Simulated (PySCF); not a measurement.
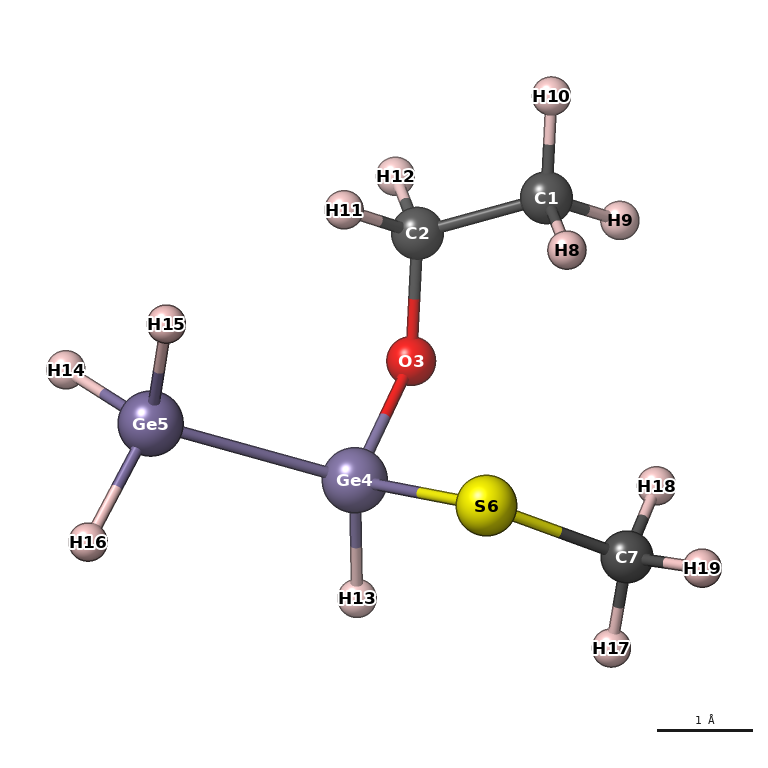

Numbered structure. The geometry was computed by an optimisation with PBE0-D3(BJ)/def2-SVP. No frequency run is at hand to confirm it as a minimum.

Give the bond lengths. Leave out bonds to hydrogen.

```json
{"bond": "C1–C2", "length (Å)": "1.515"}
{"bond": "C2–O3", "length (Å)": "1.407"}
{"bond": "O3–Ge4", "length (Å)": "1.786"}
{"bond": "Ge4–Ge5", "length (Å)": "2.431"}
{"bond": "Ge4–S6", "length (Å)": "2.226"}
{"bond": "S6–C7", "length (Å)": "1.822"}
```
